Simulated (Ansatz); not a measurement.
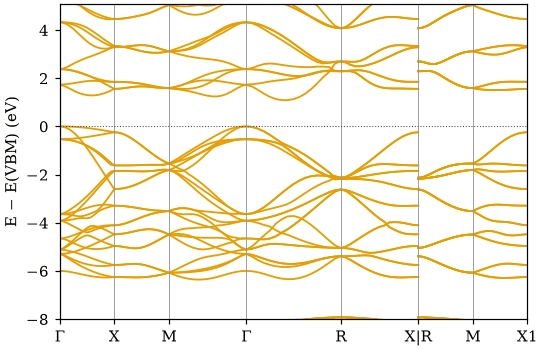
*Band structure from plane-wave PAW PBEsol (Ansatz code)*

**Question.** Read off the gap and where the band edges lie.

**Answer.** About 1.1 eV (1.08 eV by a search for the band edges); maximum at Γ, minimum on the Γ–R line, 41 % of the way from Γ.

**Question.** Which of these materials gives this?
A. CsPbBr3, cubic perovskite
B. FeSi, P2_13 (Fe on 4a, Si on 4a)
C. CdS2, Pa-3 (Cd on 4a, S on 8c)
D. CsPbCl3, cubic perovskite

**Answer.** C, CdS2, Pa-3 (Cd on 4a, S on 8c)

The workflow started from a Materials Project entry (that database holds measured and hypothetical structures alike); the Crystallography Open Database copy checked does not list it. Whether it is the stable phase at ambient conditions was not checked. The PBEsol relaxation kept the symmetry of its start; whether a distortion lowers the energy is not shown. Spin–orbit coupling is left out wherever it is not named.

Potentials: the later of the program's two PAW sets.
